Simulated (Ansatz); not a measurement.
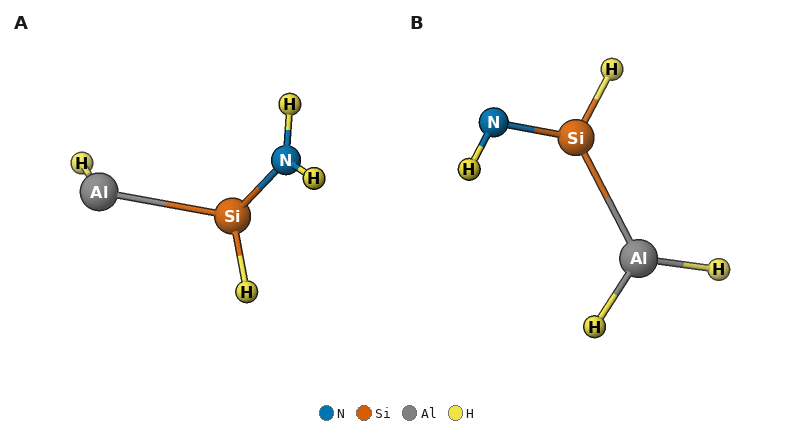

2 stationary structures of one formula. Geometries: PBE-D4/def2-SVP. Electronic energies: PBE-D4/def2-SVP (Ansatz 0.2.0), without zero-point energy. No frequency run is at hand to confirm each as a minimum. Each is one conformer, not always the lowest.

Question: Which is lowest in energy, and by how much?

Answer: A is lowest (C1); B lies 43.7 kJ/mol above it (Cs).
